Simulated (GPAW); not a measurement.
# BaZnPF (P4/nmm): G0W0 with GPAW, start to end

Aim: the G0W0 gap of BaZnPF (P4/nmm) on PBE, step by step.

Calculated with GPAW 26.7.0; PBE and many-body steps on it, plane waves.

## (1) The starting structure

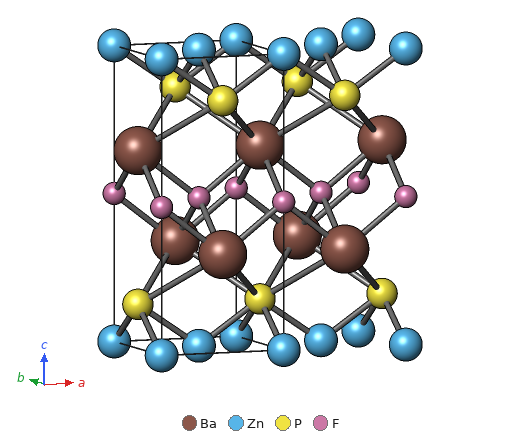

The starting structure, seen slightly off an axis (barium brown, zinc blue, phosphorus yellow, fluorine pink). 2×1×1 cells are drawn. Some periodic images of atoms are drawn too.

The cell and positions come from the Crystallography Open Database and are kept as given unless a step says otherwise. Spin-orbit coupling is left out unless a step names it.

## (2) Ground state

This step: GPAW 26.7.0; DFT, PBE, plane waves, PAW.

The ground-state density comes first.

The input, run.py:

```python
import json
import numpy as np
from gpaw.mpi import world
from ase import Atoms
from gpaw import GPAW, PW, FermiDirac

atoms = Atoms(['Ba', 'Ba', 'Zn', 'Zn', 'P', 'P', 'F', 'F'],
    cell=[[4.1563400000, 0.0000000000, 0.0000000000],
      [0.0000000000, 4.1563400000, 0.0000000000],
      [0.0000000000, 0.0000000000, 9.4574300000]],
    scaled_positions=[[0.5000000000, 0.0000000000, 0.3317700000],
      [0.0000000000, 0.5000000000, 0.6682300000],
      [0.5000000000, 0.5000000000, 0.0000000000],
      [0.0000000000, 0.0000000000, 0.0000000000],
      [0.0000000000, 0.5000000000, 0.1491000000],
      [0.5000000000, 0.0000000000, 0.8509000000],
      [0.5000000000, 0.5000000000, 0.5000000000],
      [0.0000000000, 0.0000000000, 0.5000000000]],
    pbc=(True, True, True))
calc = GPAW(mode=PW(600),
    xc='PBE',
    kpts={'size': (6, 6, 4), 'gamma': True},
    occupations=FermiDirac(0.001),
    nbands=-10,
    convergence={'density': 1e-6, 'bands': -3},
    maxiter=100,
    txt='gs.txt')
atoms.calc = calc
res = {'energy': atoms.get_potential_energy()}
kpts = calc.get_ibz_k_points()
res['kpts'] = kpts
res['eigenvalues'] = [calc.get_eigenvalues(kpt=k) for k in range(len(kpts))]
res['n_electrons'] = calc.get_number_of_electrons()
calc.write('gs.gpw')

if world.rank == 0:
    with open('result.json', 'w') as f:
        json.dump(res, f, default=lambda x: x.tolist())
```

The run is started by

```console
mpirun -n 4 gpaw python run.py
```

Numbers of over 12 decimals in the logs are rounded to 6 here.

Log:

```text
__  _  _
 | _ |_)|_||  |
 |__||  | ||/\| - 26.7.0

Input parameters:
  mode=PW(ecut=600.0),
  convergence={'density': 1e-06, 'bands': -3},
  kpts=MonkhorstPack(size=(6, 6, 4), gamma=True),
  maxiter=100,
  nbands=-10,
  occupations=Occupations(name='fermi-dirac', width=0.001, fixmagmom=False),
  xc=XC(name='PBE')
  [... matrices ...]
Diagonalizing LCAO Hamiltonian
Converting LCAO to pw mode
    .---------.
   /|         |
  / |         |
 *  |         |
 |  |         |
 |Ba| P       |
 |  |         |
 |  |         |
 |  |  F      |
 F  |         |
 |  |         |
 |  | Ba      |
 |P .---------.
 | /         /
 |/    Zn   /
 Zn--------*

Atoms  # Å, Bohr magnetons
|   | symbol |        x |        y |        z |    initial magnetic moments |
| 0 |     Ba | 2.078170 | 0.000000 | 3.137692 | ( 0.0000,  0.0000,  0.0000) |
| 1 |     Ba | 0.000000 | 2.078170 | 6.319738 | ( 0.0000,  0.0000,  0.0000) |
| 2 |     Zn | 2.078170 | 2.078170 | 0.000000 | ( 0.0000,  0.0000,  0.0000) |
| 3 |     Zn | 0.000000 | 0.000000 | 0.000000 | ( 0.0000,  0.0000,  0.0000) |
| 4 |      P | 0.000000 | 2.078170 | 1.410103 | ( 0.0000,  0.0000,  0.0000) |
| 5 |      P | 2.078170 | 0.000000 | 8.047327 | ( 0.0000,  0.0000,  0.0000) |
| 6 |      F | 2.078170 | 2.078170 | 4.728715 | ( 0.0000,  0.0000,  0.0000) |
| 7 |      F | 0.000000 | 0.000000 | 4.728715 | ( 0.0000,  0.0000,  0.0000) |

Unit cell  # Å
| periodic |        x |        y |        z |  lengths |    angles |
|      yes | 4.156340 | 0.000000 | 0.000000 | 4.156340 | 90.000000 |
|      yes | 0.000000 | 4.156340 | 0.000000 | 4.156340 | 90.000000 |
|      yes | 0.000000 | 0.000000 | 9.457430 | 9.457430 | 90.000000 |

Number of symmetries: 8
Symmetry operations  # r_c * U_cc + t_c -> r_c
|   | kind |            matrix            |
| 0 |  E   |  1, 0, 0,  0, 1, 0,  0, 0, 1 |
| 1 |  σ   |  1, 0, 0,  0,-1, 0,  0, 0, 1 |
| 2 |  C2  |  0, 1, 0,  1, 0, 0,  0, 0,-1 |
| 3 |  S4  |  0, 1, 0, -1, 0, 0,  0, 0,-1 |
| 4 |  S4  |  0,-1, 0,  1, 0, 0,  0, 0,-1 |
| 5 |  C2  |  0,-1, 0, -1, 0, 0,  0, 0,-1 |
| 6 |  σ   | -1, 0, 0,  0, 1, 0,  0, 0, 1 |
| 7 |  C2  | -1, 0, 0,  0,-1, 0,  0, 0, 1 |

BZ-sampling:
  Number of BZ points: 144
  Number of IBZ points: 30

  Monkhorst-Pack size: [6, 6, 4]
  Monkhorst-Pack shift: [0.083333, 0.083333, 0.125]

K-points  # in reciprocal-cell coordinates
|     |                                coordinates |     weight |
|   0 | (  0.00000000,   0.00000000,   0.00000000) | 0.00694444 |
|   1 | (  0.00000000,   0.00000000,   0.25000000) | 0.01388889 |
|   2 | (  0.00000000,   0.00000000,   0.50000000) | 0.00694444 |
|   3 | (  0.16666667,   0.00000000,   0.00000000) | 0.02777778 |
|   4 | (  0.16666667,   0.00000000,   0.25000000) | 0.05555556 |
|   5 | (  0.16666667,   0.00000000,   0.50000000) | 0.02777778 |
|   6 | (  0.16666667,   0.16666667,   0.00000000) | 0.02777778 |
|   7 | (  0.16666667,   0.16666667,   0.25000000) | 0.05555556 |
|   8 | (  0.16666667,   0.16666667,   0.50000000) | 0.02777778 |
|   9 | (  0.33333333,   0.00000000,   0.00000000) | 0.02777778 |
| ... |                                            |            |
|  29 | (  0.50000000,   0.50000000,   0.50000000) | 0.00694444 |

Plane wave coefficients: 5513
Cutoff: 600.0 eV

Spin-components: 1 (collinear spins)
Bands:           44
Projectors:      44
Spin-degeneracy: 2
Datatype:        complex128

  Storage: CPU
  Wave functions: 116_434_560 bytes (29_108_640 per core)
  Projectors: 103_203_360 bytes (25_800_840 per core)
  [... matrices ...]
Parallelization:
  kpt:    4
  domain: 1
  band:   1

Density:
  Valence electrons: 68.0
  Components: 1
  Grid points: [24 24 54]
  Charge: 0.0  # |e|

Potential:
  Grid points: [24 24 54]

species:
  Ba:
    name:    Barium
    Z:       56.0
    valence: 10
    core:    46
    charge:  0.0  # [|e|]
    compensation charges:
      type: gauss
      rc: 0.37  # [Å]
      lmax: 2
    cutoffs:
      filter: 2.06  # [Å]
      core: 2.33  # [Å]
    projectors
    | kind |    occ | energy [eV] | rcut [Å] |
    |   5s |  2.000 |     -33.644 |    1.164 |
    |   6s |  2.000 |      -3.229 |    1.164 |
    |   5p |  6.000 |     -18.744 |    1.164 |
    |    p |        |       0.000 |    1.164 |
    |    d |        |       0.000 |    1.164 |
    |    d |        |      27.211 |    1.164 |

    Using partial waves for Ba as LCAO basis

  Zn:
    name:    Zinc
    Z:       30.0
    valence: 12
    core:    18
    charge:  0.0  # [|e|]
    compensation charges:
      type: gauss
      rc: 0.37  # [Å]
      lmax: 2
    cutoffs:
      filter: 2.14  # [Å]
      core: 2.28  # [Å]
    projectors
    | kind |    occ | energy [eV] | rcut [Å] |
    |   4s |  2.000 |      -5.977 |    1.286 |
    |   4p |  0.000 |      -1.117 |    1.270 |
    |   3d | 10.000 |     -10.142 |    1.180 |
    |    s |        |      21.234 |    1.286 |
    |    p |        |      26.095 |    1.270 |
    |    d |        |      17.070 |    1.180 |

    Using partial waves for Zn as LCAO basis

  P:
    name:    Phosphorus
    Z:       15.0
    valence: 5
    core:    10
    charge:  0.0  # [|e|]
    compensation charges:
      type: gauss
      rc: 0.30  # [Å]
      lmax: 2
    cutoffs:
      filter: 1.69  # [Å]
      core: 1.81  # [Å]
    projectors
    | kind |    occ | energy [eV] | rcut [Å] |
    |   3s |  2.000 |     -13.968 |    0.953 |
    |   3p |  3.000 |      -5.506 |    0.953 |
    |    s |        |      13.244 |    0.953 |
    |    p |        |      21.705 |    0.953 |
    |    d |        |       0.000 |    0.953 |

    Using partial waves for P as LCAO basis

  F:
    name:    Fluorine
    Z:       9.0
    valence: 7
    core:    2
    charge:  0.0  # [|e|]
    compensation charges:
      type: gauss
      rc: 0.20  # [Å]
      lmax: 2
    cutoffs:
      filter: 1.14  # [Å]
      core: 0.74  # [Å]
    projectors
    | kind |    occ | energy [eV] | rcut [Å] |
    |   2s |  2.000 |     -29.898 |    0.635 |
    |   2p |  5.000 |     -11.110 |    0.635 |
    |    s |        |      -2.687 |    0.635 |
    |    p |        |      16.102 |    0.635 |
    |    d |        |       0.000 |    0.635 |

    Using partial waves for F as LCAO basis

Reference energy: -564312.327216  # eV

eigensolver:
  PPCG
  Converge bands: -3
  niter=2

density mixing:
  MSR1-Mixer
  Pratt-step length: 0.05
  Maximum mixing coefficient: 0.75
  Old densities: 10
  SVD Regularization: 0.005
  Good broyden scale: 1.0
  Trust region scale: 1.0
  Backstep threshold: 4.0
  History deletion threshold: 6.0
  Fourier metric: weight=20.0, sigma=0.015

occupation numbers:
  Fermi-Dirac:
    width: 0.0010  # eV

poisson solver:
  ecut: 4800.0  # eV

xc functional:
  name: PBE with 2 nearest neighbor stencil

Initialization done in: 2.347 s

convergence criteria:
- Maximum integral of absolute [dens]ity change: 1e-06 electrons / valence electron
- Maximum [total energy] change in last 3 cyles: 0.0005 eV / valence electron
- Maximum integral of absolute [eigenst]ate change: 4e-08 eV^2 / valence electron
maximum number of iterations: 100

SCF iterations
|iter     |     time |      energy | eigst |  dens |
|iter:   1|  |  -37.146868 | +1.69 |       |
|iter:   2|  |  -36.824321 | +1.59 | -1.14 |
|iter:   3|  |  -35.492182 | +1.01 | -1.20 |
|iter:   4|  |  -35.362419 | +0.97 | -1.52 |
|iter:   5|  |  -35.365739 | +0.55 | -1.83 |
|iter:   6|  |  -35.372879c| +0.30 | -2.17 |
|iter:   7|  |  -35.374803c| -0.04 | -2.61 |
|iter:   8|  |  -35.374914c| -0.26 | -3.41 |
|iter:   9|  |  -35.374930c| -0.47 | -3.98 |
|iter:  10|  |  -35.374933c| -0.66 | -4.25 |
|iter:  11|  |  -35.374934c| -0.81 | -4.66 |
|iter:  12|  |  -35.374935c| -1.07 | -5.38 |
|iter:  13|  |  -35.374935c| -1.19 | -5.63 |
|iter:  14|  |  -35.374935c| -1.35 | -6.13c|
|iter:  15|  |  -35.374935c| -1.63 | -6.40c|
|iter:  16|  |  -35.374935c| -1.66 | -6.67c|
|iter:  17|  |  -35.374935c| -1.90 | -7.03c|
|iter:  18|  |  -35.374935c| -2.07 | -7.52c|
|iter:  19|  |  -35.374935c| -2.17 | -7.39c|
|iter:  20|  |  -35.374935c| -2.29 | -7.51c|
|iter:  21|  |  -35.374935c| -2.68 | -7.66c|
|iter:  22|  |  -35.374935c| -2.79 | -8.71c|
|iter:  23|  |  -35.374935c| -3.00 | -8.27c|
|iter:  24|  |  -35.374935c| -3.13 | -8.79c|
|iter:  25|  |  -35.374935c| -3.30 | -9.53c|
|iter:  26|  |  -35.374935c| -3.54 | -9.44c|
|iter:  27|  |  -35.374935c| -3.62 | -9.93c|
|iter:  28|  |  -35.374935c| -3.79 |-10.11c|
|iter:  29|  |  -35.374935c| -3.93 | -9.99c|
|iter:  30|  |  -35.374935c| -2.53 |-10.41c|
|iter:  31|  |  -35.374935c| -2.90 |-10.35c|
|iter:  32|  |  -35.374935c| -3.23 |-11.26c|
|iter:  33|  |  -35.374935c| -3.59 |-10.99c|
|iter:  34|  |  -35.374935c| -1.91 |-11.56c|
|iter:  35|  |  -35.374935c| -1.98 |-12.20c|
|iter:  36|  |  -35.374935c| -2.44 |-11.94c|
|iter:  37|  |  -35.374935c| -2.71 |-12.48c|
|iter:  38|  |  -35.374935c| -2.95 |-13.03c|
[...]
|iter:  64|  |  -35.374935c| -5.88 |-14.16c|
|iter:  65|  |  -35.374935c| -5.96 |-14.09c|
|iter:  66|  |  -35.374935c| -5.94 |-14.10c|
|iter:  67|  |  -35.374935c| -5.85 |-14.36c|
|iter:  68|  |  -35.374935c| -6.20 |-14.28c|
[... further lines of this kind ...]
|iter:  91|  |  -35.374935c| -7.44c|-14.87c|

Converged in 91 steps
SCF loop duration: 254.577 s (2.798 s/step)
Energy contributions relative to reference atoms: (reference = -564312.327216)
  [... matrices ...]
Energy contributions:
  Kinetic:          43.628235
  Coulomb:         -36.211652
  Zero:              0.240046
  External:          0.000000
  Xc:              -43.031564
  Entropy:          -0.000000
  Spinorbit:         0.000000
  ----------------------------
  Free energy:     -35.374935
  Extrapolated:    -35.374935

dipole moment: (-56.683752, -56.683752, -35.940947)  # |e|*Ang

Fermi level: 6.718
Eigenvalues  # (at kpt = [0.000, 0.000, 0.000])
| band index |      eig [eV] | occ [0-2] |
|          0 |       -20.725 |     2.000 |
|        ... |               |           |
|         26 |         2.119 |     2.000 |
|         27 |         2.119 |     2.000 |
|         28 |         3.061 |     2.000 |
|         29 |         4.471 |     2.000 |
|         30 |         4.471 |     2.000 |
|         31 |         6.116 |     2.000 |
|         32 |         6.654 |     2.000 |
|         33 |         6.654 |     2.000 |
|         34 |         7.112 |     0.000 |
[...]
|         38 |        10.334 |     0.000 |
|         39 |        11.026 |     0.000 |
|         40 |        11.685 |     0.000 |
|         41 |        11.897 |     0.000 |
|        ... |               |           |
|         43 |        12.800 |     0.000 |

Gap: 0.458 eV
Transition (v -> c):
  (s=0, k=0, n=33, [0.00, 0.00, 0.00]) -> (s=0, k=0, n=34, [0.00, 0.00, 0.00])
No difference between direct/indirect transitions
# Writing to gs.gpw (mode='')
  [... matrices ...]
```

The job ended after 4.3 min (4 MPI ranks of Arm Neoverse V1, shared host; peak memory 1 GiB).

Numbers from this step:

* total energy: -35.37 eV
* gap: 0.4582 eV
* k of the valence top: 0, 0, 0
* k of the conduction bottom: 0, 0, 0
* least direct gap: 0.4582 eV

The gap is direct, at Γ.

## (3) Empty states on the mesh, 4×4×1 mesh, 275 bands

The sums over transitions need many empty states on a uniform mesh; this step solves for them.

The input, run.py:

```python
import json
import numpy as np
from gpaw.mpi import world
from gpaw import GPAW

calc = GPAW('gs.gpw').fixed_density(kpts={'size': (4, 4, 1), 'gamma': True},
    nbands=320,
    convergence={'bands': 275},
    txt='nscf.txt')
calc.write('full.gpw', mode='all')
res = {}
kpts = calc.get_ibz_k_points()
res['kpts'] = kpts
res['eigenvalues'] = [calc.get_eigenvalues(kpt=k) for k in range(len(kpts))]
res['n_electrons'] = calc.get_number_of_electrons()

if world.rank == 0:
    with open('result.json', 'w') as f:
        json.dump(res, f, default=lambda x: x.tolist())
```

The run is started by

```console
mpirun -n 4 gpaw python run.py
```

Log:

```text
Diagonalizing LCAO Hamiltonian
Converting LCAO to pw mode
convergence criteria:
- Maximum integral of absolute [eigenst]ate change: 4e-08 eV^2 / valence electron
maximum number of iterations: 100

SCF iterations
|iter     |     time |      energy | eigst |  dens |
|iter:   1|  |             | +4.51 |       |
|iter:   2|  |             | +3.34 |       |
|iter:   3|  |             | +2.36 |       |
[...]
|iter:  17|  |             | -6.72 |       |
|iter:  18|  |             | -7.06 |       |
|iter:  19|  |             | -7.44c|       |
SCF steps: 19
  __  _  _
 | _ |_)|_||  |
 |__||  | ||/\| - 26.7.0

Input parameters:
  mode=PW(ecut=600.0),
  convergence={'bands': 275},
  gpts=array([24, 24, 54]),
  kpts=MonkhorstPack(size=(4, 4, 1), gamma=True),
  maxiter=100,
  nbands=320,
  occupations=Occupations(name='fermi-dirac', width=0.001, fixmagmom=False),
  parallel={},
  xc=XC(name='PBE')
# Writing to full.gpw (mode='all')
  [... matrices ...]

timing:  # [seconds]
  Total: 0.119  # ━━━━━━━━━━━━━━━━━━━━━━━━━━━━━━━━━━━━━━━━━━━━━━━━━━━━━━━━━━━
```

Run time: 2.5 min. Hardware: 4 MPI ranks; peak memory 1.2 GiB.

This step gave:

* gap: 0.4582 eV
* k of the valence top: 0, 0, 0
* k of the conduction bottom: 0, 0, 0
* least direct gap: 0.4582 eV
* k points computed: 6
* lowest point of the top converged band, above the valence top: 66.6549 eV

On this mesh the gap is 0.458 eV.

(Part 1 of 2 ends here.)

[Paths, hosts, dates, memory and timing lines, banners, echoed tables and standing remarks are left out of the program output.]

[Logs are printed without paths, hosts, clocks, repeated set-up lines and the standing remarks that a program may print on its own settings, such as how far it seeks lower states.]

[Runs of the session that timed out or met a known fault of the program may be left out.]

[Hosts, paths, dates, database ids (printed as entryN), source tags and the programs' standing remarks are cut or masked in the printed files.]
